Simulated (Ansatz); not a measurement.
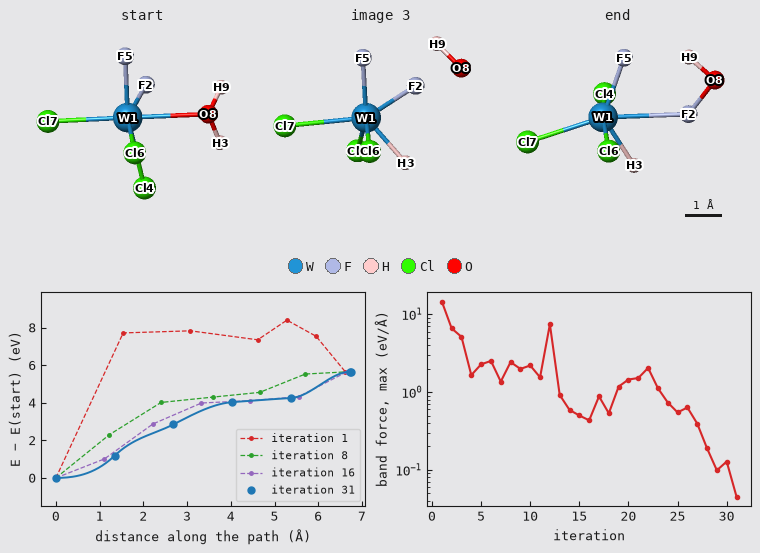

NEB run on WH₂OCl₃F₂ (multiplicity 2). Images are numbered from 0 (start) to 6 (end). The plot follows the band through its iterations. Style: ball-and-stick. Shown at a tilt.

All numbers below come from Ansatz 0.2.0, UKS PBE/def2-SVP. Set-up: 5 movable images; climbing image; force threshold 0.05 eV/Å; iteration limit 53; starting path through a guess of the saddle point.

> Judge this run.

The run is converged, with reservations. The band converged in 31 iterations. The largest component of the band force went from 15 to 0.045 eV/Å. The first iteration put the highest image at 8.40 eV. No barrier shows: the energy is highest at the end, and the end lies 5.65 eV above the start.
